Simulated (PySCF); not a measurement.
# MoO(OH)2: relaxation and vibrations of the triplet

The task is one start of a wider search on MoO(OH)2: the triplet, from a trigonal planar start. It is relaxed, tested by its Hessian and followed downhill if it is a saddle.

Method: PBE0, basis Mo def2-TZVP with ECP28, O def2-TZVP, H def2-TZVP, scalar-relativistic core potentials, no spin–orbit coupling, density fitting; program: PySCF 2.14.0.

## Step 1: Starting geometry

6 atoms, charge 0, spin multiplicity 3.

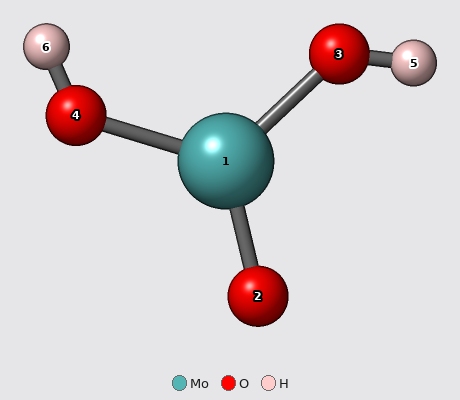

The starting geometry (molybdenum teal, oxygen red, hydrogen pink); atoms are numbered from 1 in the order of the file.

```xyz
6
charge 0 multiplicity 3
Mo    0.0000    0.0000    0.0000
O     1.7800    0.0000    0.0000
O    -1.0050    1.7407    0.0000
O    -1.0050   -1.7407    0.0000
H    -0.6767    2.6428    0.0000
H    -1.9504   -1.9074    0.0000
```

## Step 2: First SCF at the start

One driver script runs all steps and calls PySCF; scf.py shows how it sets up the SCF of each step. The optimiser is the driver's own. After this first run the driver tries any further starts and a stability analysis.

Input file scf.py:

```python
from pyscf import gto, scf, dft
mol = gto.M(atom='''
Mo     0.000000     0.000000     0.000000
O      1.780000     0.000000     0.000000
O     -1.005000     1.740700     0.000000
O     -1.005000    -1.740700     0.000000
H     -0.676700     2.642800     0.000000
H     -1.950400    -1.907400     0.000000''',
    basis={'Mo': 'def2-TZVP', 'O': 'def2-TZVP', 'H': 'def2-TZVP'},
    ecp={'Mo': 'def2-TZVP'},
    charge=0, spin=2)
mf = dft.UKS(mol, xc='PBE0')
mf.grids.atom_grid = (50, 194)
aux = {'Mo': 'def2-universal-JKFIT', 'O': 'def2-universal-JKFIT', 'H': 'def2-universal-JKFIT'}
mf = mf.density_fit(auxbasis=aux)
mf.conv_tol = 1e-08
mf.diis_space = 10
mf.max_cycle = 60
mf.init_guess = 'minao'
mf.verbose = 4
mf.kernel()
```

The run is started by

```console
$ OMP_NUM_THREADS=4 python axn.py task.json out
```

Output:

```text
init E= -288.24322204694
[... the frontier-level lines of each cycle are left out ...]
cycle= 1 E= -294.591444965051  delta_E= -6.35  |g|= 1.04  |ddm|= 2.73
cycle= 2 E= -289.83325485151  delta_E= 4.76  |g|= 3.48  |ddm|= 1.98
cycle= 3 E= -294.76222183191  delta_E= -4.93  |g|= 0.731  |ddm|= 1.76
cycle= 4 E= -294.92929879207  delta_E= -0.167  |g|= 0.409  |ddm|= 0.588
cycle= 5 E= -294.982549523086  delta_E= -0.0533  |g|= 0.148  |ddm|= 0.25
cycle= 6 E= -294.991827467226  delta_E= -0.00928  |g|= 0.0515  |ddm|= 0.105
cycle= 7 E= -294.9929377865  delta_E= -0.00111  |g|= 0.0161  |ddm|= 0.0266
cycle= 8 E= -294.993083679819  delta_E= -0.000146  |g|= 0.00655  |ddm|= 0.0121
cycle= 9 E= -294.993153042557  delta_E= -6.94e-05  |g|= 0.00376  |ddm|= 0.00959
cycle= 10 E= -294.993205936573  delta_E= -5.29e-05  |g|= 0.00181  |ddm|= 0.0123
cycle= 11 E= -294.993219968047  delta_E= -1.4e-05  |g|= 0.00129  |ddm|= 0.00877
cycle= 12 E= -294.993221106287  delta_E= -1.14e-06  |g|= 0.000343  |ddm|= 0.00146
cycle= 13 E= -294.993221304067  delta_E= -1.98e-07  |g|= 8.26e-05  |ddm|= 0.00109
cycle= 14 E= -294.993221309155  delta_E= -5.09e-09  |g|= 1.9e-05  |ddm|= 0.000113
Extra cycle  E= -294.99322130926  delta_E= -1.06e-10  |g|= 2.57e-05  |ddm|= 3.02e-05
converged SCF energy = -294.99322130926  <S^2> = 2.04371  2S+1 = 3.0289998
```

This step, with its further starts and checks, took 27 s on 4 threads of Arm Neoverse V1, shared host.

The starts that the driver tried:

```tsv
start	energy (Eh)
the minimal-basis guess	-294.993221
a thermally smeared density	-294.993221
a smeared PBE density	-294.993221
```

The test of internal stability and the other starts found no lower solution of this spin.

## Step 3: Trigonal planar start, triplet: relaxation

The program finds Cs symmetry in the start, which this walk keeps.

scf.py: that of step 2 with these lines changed.

```diff
@@ -3,6 +3,6 @@
-Mo     0.000000     0.000000     0.000000
-O      1.780000     0.000000     0.000000
-O     -1.005000     1.740700     0.000000
-O     -1.005000    -1.740700     0.000000
-H     -0.676700     2.642800     0.000000
-H     -1.950400    -1.907400     0.000000''',
+Mo     0.042774    -0.005011     0.000000
+O      1.822774    -0.005011     0.000000
+O     -0.962226     1.735689     0.000000
+O     -0.962226    -1.745711     0.000000
+H     -0.633926     2.637789     0.000000
+H     -1.907626    -1.912411     0.000000''',
@@ -19 +18,0 @@
-mf.init_guess = 'minao'
```

Steps of the walk:

```tsv
step	energy (Eh)	change (kJ/mol)	largest symmetric gradient (Eh/bohr)
0	-294.993221	0.00	0.10630
1	-295.015424	-58.29	0.03919
2	-295.017422	-63.54	0.00543
3	-295.017655	-64.15	0.00363
4	-295.017866	-64.70	0.00180
5	-295.017921	-64.85	0.00164
6	-295.017969	-64.97	0.00197
7	-295.018023	-65.12	0.00264
8	-295.018049	-65.18	0.00077
9	-295.018052	-65.19	0.00008
10	-295.018052	-65.19	0.00005
```

The walk took 44 s.

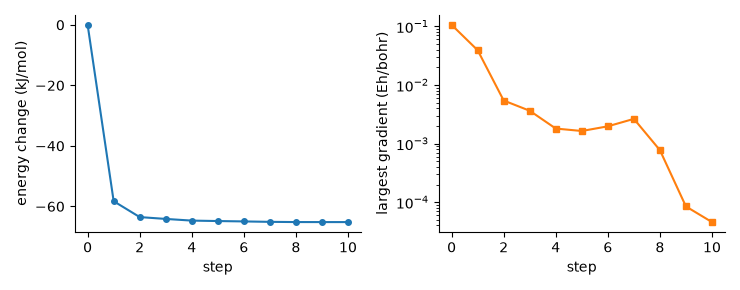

How energy and gradient fall.

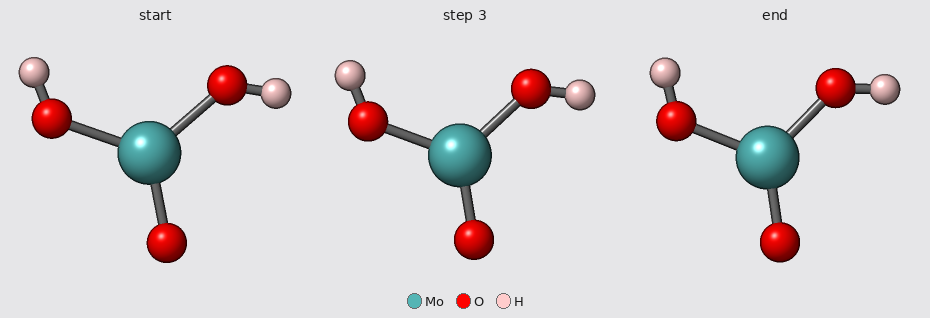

The geometry along the walk, at one scale.

After 10 steps and 65.2 kJ/mol it ends at Cs: Mo–O 1.662 Å, Mo–O 1.900 Å, Mo–O 1.909 Å, O–H 0.958 Å (×2); H–O–Mo 124.6°, H–O–Mo 133.1°, O–Mo–O 112.9°, O–Mo–O 119.8°, O–Mo–O 127.3°.

## Step 4: Vibrations and properties at this point

On the finer grid the gradient is checked again; gradients at displacements of ±0.02 bohr then give force constants and infrared intensities.

scf.py: that of step 3 with these lines changed.

```diff
@@ -3,6 +3,6 @@
-Mo     0.042774    -0.005011     0.000000
-O      1.822774    -0.005011     0.000000
-O     -0.962226     1.735689     0.000000
-O     -0.962226    -1.745711     0.000000
-H     -0.633926     2.637789     0.000000
-H     -1.907626    -1.912411     0.000000''',
+Mo     0.067563     0.007753     0.000000
+O      1.727510    -0.069642     0.000000
+O     -1.011849     1.571257     0.000000
+O     -0.957553    -1.603223     0.000000
+H     -0.809084     2.506612     0.000000
+H     -1.915719    -1.638515     0.000000''',
@@ -13 +13 @@
-mf.grids.atom_grid = (50, 194)
+mf.grids.atom_grid = (75, 302)
@@ -16 +16 @@
-mf.conv_tol = 1e-08
+mf.conv_tol = 1e-10
```

This SCF starts from the last density.

Log of the central SCF (cycles and frontier levels):

```text
init E= -295.01814905287
[... the frontier-level lines of each cycle are left out ...]
cycle= 1 E= -295.018149052843  delta_E= 2.71e-11  |g|= 9.57e-06  |ddm|= 6.94e-06
Extra cycle  E= -295.018149052658  delta_E= 1.85e-10  |g|= 2.44e-05  |ddm|= 1.6e-05
converged SCF energy = -295.018149052658  <S^2> = 2.0169028  2S+1 = 3.0112474
```

The whole step took 3.3 min.

Geometry: Cs; Mo–O 1.662 Å, Mo–O 1.900 Å, Mo–O 1.909 Å, O–H 0.958 Å (×2); H–O–Mo 124.6°, H–O–Mo 133.1°, O–Mo–O 112.9°, O–Mo–O 119.8°, O–Mo–O 127.3°.

Modes, for the most abundant isotopes:

```
symmetry  ω (cm⁻¹)  IR (km/mol)
     a''      323i          139
     a''      119i         53.8
      a'       167         14.5
     a''       197         32.3
      a'       199         19.6
      a'       527          154
      a'       535          199
      a'       686          124
      a'       692         95.0
      a'      1061          215
      a'      3916          184
      a'      3939          188
```

2 modes are imaginary, the largest at 323i cm⁻¹: a saddle point, not a minimum.

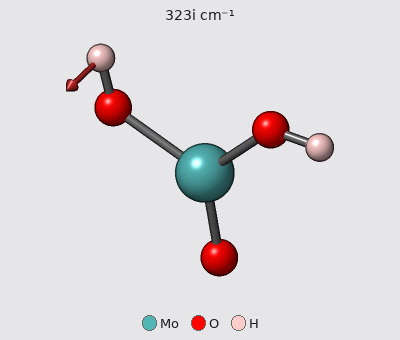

The imaginary mode, as arrows.

Properties at this point:

| Item | Value |
| --- | --- |
| Dipole moment | 2.72 D |
| Highest occupied level | -6.05 eV |
| Lowest empty level | -2.48 eV |
| Rotational constants | 0.2027, 0.187, 0.09727 cm⁻¹ |
| Zero-point energy (real modes) | 71.3 kJ/mol |
| Principal polarisabilities | 38.0, 49.6, 51.8 bohr³ |
| Atomisation energy without zero-point energy | 2247 kJ/mol |
| Principal traceless quadrupole moments about the centre of mass | -5.36, 0.63, 4.73 D Å |
| Spin squared ⟨S²⟩ | 2.017 |

Charges (e) and bond orders:

| atom | Mulliken | Löwdin | polar tensor | spin (Mulliken) | Mayer order to Mo1 |
| --- | --- | --- | --- | --- | --- |
| Mo1 | 1.41 | 0.69 | 2.02 | 2.04 | – |
| O2 | -0.56 | -0.28 | -0.81 | -0.14 | 2.03 |
| O3 | -0.77 | -0.37 | -0.93 | 0.04 | 0.87 |
| O4 | -0.76 | -0.37 | -0.92 | 0.06 | 0.88 |
| H5 | 0.34 | 0.17 | 0.33 | 0.00 | 0.02 |
| H6 | 0.34 | 0.16 | 0.31 | 0.00 | 0.02 |

Outer orbital energies (eV). α occupied: -11.12, -10.70, -10.60, -10.22, -9.68, -9.26, -6.89, -6.05; empty: -2.02, -0.99, -0.10, 0.21. β occupied: -14.02, -11.59, -10.99, -10.55, -10.08, -9.82, -9.32, -9.31; empty: -2.48, -1.49, -1.23, -0.38.

Mulliken populations on Mo1 (outside its core potential): s 2.34, p 6.20, d 3.99, f 0.06.

## Step 5: Downhill along the imaginary mode

The start is the last point, displaced along its most imaginary mode.

The program finds C1 symmetry in the start. Threshold on the gradient: 0.0003 Eh/bohr, with a further test on the energy change.

scf.py: that of step 4 with these lines changed.

```diff
@@ -3,6 +3,6 @@
-Mo     0.067563     0.007753     0.000000
-O      1.727510    -0.069642     0.000000
-O     -1.011849     1.571257     0.000000
-O     -0.957553    -1.603223     0.000000
-H     -0.809084     2.506612     0.000000
-H     -1.915719    -1.638515     0.000000''',
+Mo     0.067566     0.007694     0.001212
+O      1.727513    -0.069701    -0.000268
+O     -1.011846     1.571198    -0.004526
+O     -0.957550    -1.603282    -0.010940
+H     -0.809081     2.506553     0.011943
+H     -1.915716    -1.638574     0.120000''',
@@ -13 +13 @@
-mf.grids.atom_grid = (75, 302)
+mf.grids.atom_grid = (50, 194)
@@ -16 +16 @@
-mf.conv_tol = 1e-10
+mf.conv_tol = 1e-08
```

Energy and gradient, step by step:

```tsv
step	energy (Eh)	change (kJ/mol)	largest gradient (Eh/bohr)
0	-295.018096	0.00	0.00878
1	-295.018293	-0.52	0.00800
2	-295.018506	-1.08	0.01170
3	-295.018934	-2.20	0.01450
4	-295.019588	-3.92	0.00310
5	-295.019817	-4.52	0.00798
6	-295.020098	-5.26	0.00890
7	-295.020281	-5.74	0.01148
8	-295.020887	-7.33	0.00598
9	-295.021041	-7.73	0.00886
10	-295.021302	-8.42	0.00805
11	-295.021554	-9.08	0.00666
12	-295.021735	-9.55	0.00263
13	-295.021804	-9.74	0.00466
14	-295.021926	-10.06	0.00419
15	-295.022092	-10.49	0.00268
16	-295.022145	-10.63	0.00304
17	-295.022164	-10.68	0.00520
18	-295.022203	-10.78	0.00363
19	-295.022246	-10.90	0.00070
20	-295.022256	-10.92	0.00215
21	-295.022263	-10.94	0.00080
22	-295.022266	-10.95	0.00052
23	-295.022269	-10.96	0.00042
24	-295.022271	-10.96	0.00030
```

The walk took 2.1 min.

Positions (Å) and forces (eV/Å) along the way:

```
step 0
Mo   0.068   0.008   0.001  -0.014   0.008   0.045
O    1.728  -0.070   0.000   0.010  -0.003  -0.001
O   -1.012   1.571  -0.005  -0.001   0.002  -0.027
O   -0.958  -1.603  -0.011  -0.447  -0.014  -0.005
H   -0.809   2.507   0.012  -0.001  -0.008   0.004
H   -1.916  -1.639   0.120   0.453   0.015  -0.016
step 1
Mo   0.066   0.008   0.032  -0.049  -0.026  -0.073
O    1.726  -0.072  -0.002  -0.005  -0.002   0.062
O   -1.011   1.573  -0.023   0.019  -0.008   0.019
O   -0.963  -1.600  -0.052  -0.377   0.049   0.000
H   -0.808   2.508   0.015  -0.001  -0.016  -0.009
H   -1.909  -1.644   0.148   0.412   0.003   0.001
step 12
Mo  -0.028   0.055  -0.093  -0.040  -0.135   0.048
O    1.606  -0.156   0.158   0.027   0.038   0.013
O   -0.976   1.695  -0.183   0.007  -0.007  -0.023
O   -1.105  -1.502  -0.277  -0.121   0.056   0.004
H   -0.742   2.578   0.105  -0.002   0.013  -0.004
H   -1.654  -1.896   0.408   0.129   0.036  -0.039
step 24
Mo  -0.062   0.063  -0.132  -0.015   0.001  -0.001
O    1.549  -0.183   0.216   0.012   0.003   0.002
O   -0.945   1.739  -0.246   0.002  -0.003  -0.006
O   -1.246  -1.417  -0.282  -0.002  -0.008   0.010
H   -0.715   2.589   0.130   0.002   0.004   0.002
H   -1.480  -2.016   0.430   0.001   0.003  -0.007
```

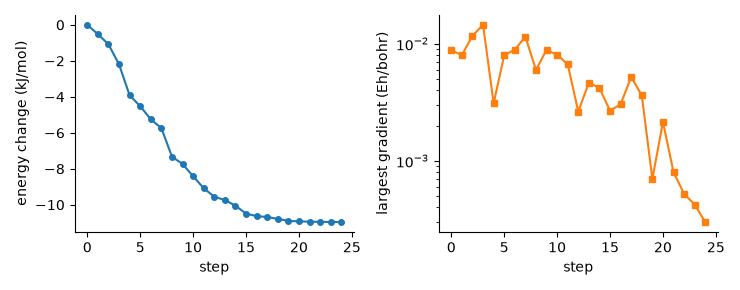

How energy and gradient fall.

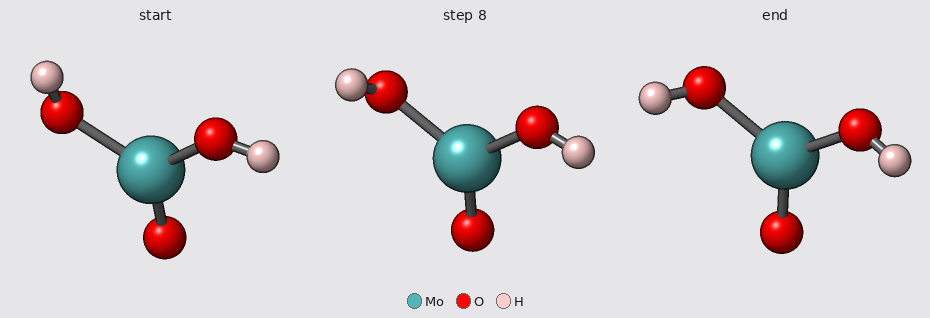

Start and end of the relaxation, with a step between.

After 24 steps and 11.0 kJ/mol it ends at C1: Mo–O 1.667 Å, Mo–O 1.897 Å, Mo–O 1.901 Å, O–H 0.959 Å (×2); H–O–Mo 125.4°, H–O–Mo 130.5°, O–Mo–O 113.2°, O–Mo–O 120.2°, O–Mo–O 126.3°.

## Step 6: Hessian and properties

The same treatment as at the point before.

scf.py: that of step 5 with these lines changed.

```diff
@@ -3,6 +3,6 @@
-Mo     0.067566     0.007694     0.001212
-O      1.727513    -0.069701    -0.000268
-O     -1.011846     1.571198    -0.004526
-O     -0.957550    -1.603282    -0.010940
-H     -0.809081     2.506553     0.011943
-H     -1.915716    -1.638574     0.120000''',
+Mo     0.062502     0.002594    -0.015714
+O      1.673422    -0.243911     0.334143
+O     -0.817765     1.679272    -0.130291
+O     -1.121963    -1.476722    -0.163965
+H     -0.588871     2.528983     0.248246
+H     -1.352066    -2.078471     0.547233''',
@@ -13 +13 @@
-mf.grids.atom_grid = (50, 194)
+mf.grids.atom_grid = (75, 302)
@@ -16 +16 @@
-mf.conv_tol = 1e-08
+mf.conv_tol = 1e-10
```

SCF at the final geometry:

```text
init E= -295.02227581702
[... the frontier-level lines of each cycle are left out ...]
cycle= 1 E= -295.022275816985  delta_E= 3.48e-11  |g|= 1.12e-05  |ddm|= 8.86e-06
cycle= 2 E= -295.022275816782  delta_E= 2.03e-10  |g|= 2.6e-05  |ddm|= 1.86e-05
cycle= 3 E= -295.022275817026  delta_E= -2.44e-10  |g|= 4.32e-06  |ddm|= 1.3e-05
cycle= 4 E= -295.022275817035  delta_E= -9.55e-12  |g|= 2.89e-07  |ddm|= 2.02e-06
Extra cycle  E= -295.022275817035  delta_E= 2.84e-13  |g|= 3.92e-07  |ddm|= 1.07e-06
converged SCF energy = -295.022275817035  <S^2> = 2.016835  2S+1 = 3.0112024
```

The whole step took 4.3 min on 4 threads of Arm Neoverse V1, shared host.

Geometry: C1; Mo–O 1.667 Å, Mo–O 1.897 Å, Mo–O 1.901 Å, O–H 0.959 Å (×2); H–O–Mo 125.4°, H–O–Mo 130.5°, O–Mo–O 113.2°, O–Mo–O 120.2°, O–Mo–O 126.3°.

Modes, for the most abundant isotopes:

| symmetry | ω (cm⁻¹) | IR (km/mol) | μ (u) |
| --- | --- | --- | --- |
| a | 82 | 46.4 | 2.43 |
| a | 172 | 69.8 | 4.36 |
| a | 179 | 24.8 | 7.76 |
| a | 225 | 69.4 | 1.28 |
| a | 257 | 112 | 1.52 |
| a | 541 | 178 | 1.44 |
| a | 619 | 199 | 1.30 |
| a | 688 | 64.7 | 7.53 |
| a | 710 | 113 | 3.51 |
| a | 1050 | 203 | 17.66 |
| a | 3888 | 132 | 1.07 |
| a | 3924 | 177 | 1.07 |

μ is the mass of the mode for normalised Cartesian displacements, not the reduced mass of the usual diatomic formula.

Every mode is real; the point is a minimum.

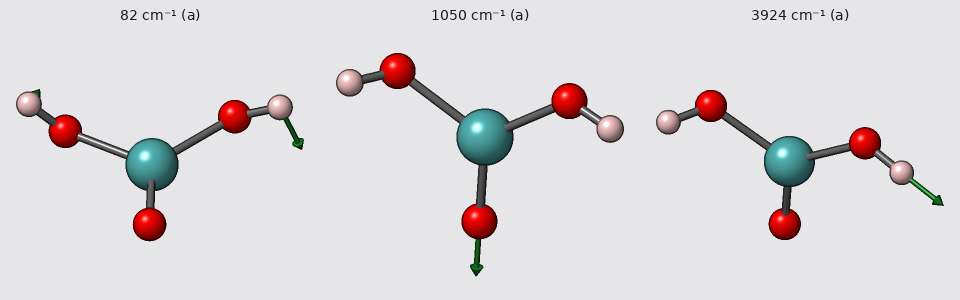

Displacements of 3 of the modes, as arrows (one member where a mode is degenerate).

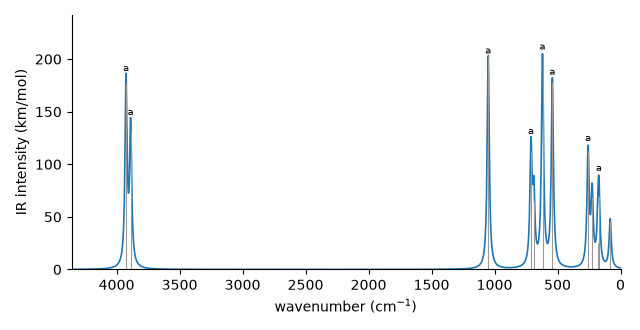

The harmonic infrared spectrum (widths in cm⁻¹). Lines are broadened to a width of 20 cm⁻¹ (Lorentzian).

Constants and moments:

```
Dipole moment                                                   : 1.76 D
Highest occupied level                                          : -6.36 eV
Lowest empty level                                              : -2.56 eV
Rotational constants                                            : 0.2082, 0.182, 0.09801 cm⁻¹
Zero-point energy                                               : 73.8 kJ/mol
Principal polarisabilities                                      : 39.2, 49.1, 51.5 bohr³
Atomisation energy without zero-point energy                    : 2258 kJ/mol
Principal traceless quadrupole moments about the centre of mass : -12.68, 2.90, 9.78 D Å
Entropy at 298.15 K and 1 bar (electronic part: spin only)      : 345.4 J/(mol K)
Heat capacity Cp at 298.15 K                                    : 89.3 J/(mol K)
Enthalpy at 298.15 K above 0 K                                  : 19.29 kJ/mol
Rotational symmetry number                                      : 1
Spin squared ⟨S²⟩                                               : 2.017
```

Populations by atom (charges in e):

| atom | Mulliken | Löwdin | polar tensor | spin (Mulliken) | Mayer order to Mo1 |
| --- | --- | --- | --- | --- | --- |
| Mo1 | 1.43 | 0.70 | 1.97 | 2.06 | – |
| O2 | -0.57 | -0.29 | -0.80 | -0.12 | 2.03 |
| O3 | -0.77 | -0.36 | -0.91 | 0.03 | 0.87 |
| O4 | -0.77 | -0.37 | -0.90 | 0.02 | 0.85 |
| H5 | 0.34 | 0.17 | 0.33 | 0.00 | 0.02 |
| H6 | 0.34 | 0.16 | 0.31 | 0.01 | 0.02 |

Mulliken populations on Mo1 (outside its core potential): s 2.34, p 6.20, d 3.97, f 0.06.

## Step 7: The points found, side by side

| spin | group | bonds | imaginary modes (cm⁻¹) | ΔE (kJ/mol) | with zero-point energy |
| --- | --- | --- | --- | --- | --- |
| triplet | C1 | Mo–O 1.667 Å, Mo–O 1.897 Å, Mo–O 1.901 Å, O–H 0.959 Å (×2) | none | 0.0 | 0.0 |
| triplet | Cs | Mo–O 1.662 Å, Mo–O 1.900 Å, Mo–O 1.909 Å, O–H 0.958 Å (×2) | 323i, 119i | 10.8 | – |

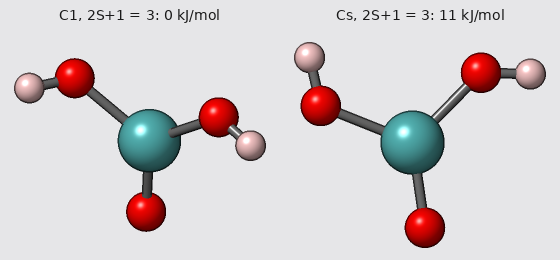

The points, lowest first (molybdenum teal, oxygen red, hydrogen pink).

## Step 8: Summary of results

```
                                          quantity                                                                                                                                  value
                                           minimum                                                                                                                            triplet, C1
                                          geometry  Mo–O 1.667 Å, Mo–O 1.897 Å, Mo–O 1.901 Å, O–H 0.959 Å (×2); H–O–Mo 125.4°, H–O–Mo 130.5°, O–Mo–O 113.2°, O–Mo–O 120.2°, O–Mo–O 126.3°
                                wavenumbers (cm⁻¹)                           82 (a), 172 (a), 179 (a), 225 (a), 257 (a), 541 (a), 619 (a), 688 (a), 710 (a), 1050 (a), 3888 (a), 3924 (a)
                                     dipole moment                                                                                                                                 1.76 D
highest occupied, lowest empty level (either spin)                                                                                                                        -6.36, -2.56 eV
                        polar-tensor charge of Mo1                                                                                                                                +1.97 e
                                 zero-point energy                                                                                                                            73.8 kJ/mol
                               entropy at 298.15 K                                                                                                                        345.4 J/(mol K)
         atomisation energy (no zero-point energy)                                                                                                                            2258 kJ/mol
                                              ⟨S²⟩                                                                                                                                  2.017
```

In words: The trigonal planar start ends in a minimum without symmetry. The strongest infrared band lies at 1050 cm⁻¹ (a). Most of the spin sits on Mo1 (Mulliken spin 2.06, against 2 for the whole molecule). Only this shape and spin were tried, so other structures or states may lie lower. One determinant may miss the lowest occupation of an open d or f shell.

The search up to here took 11 min.
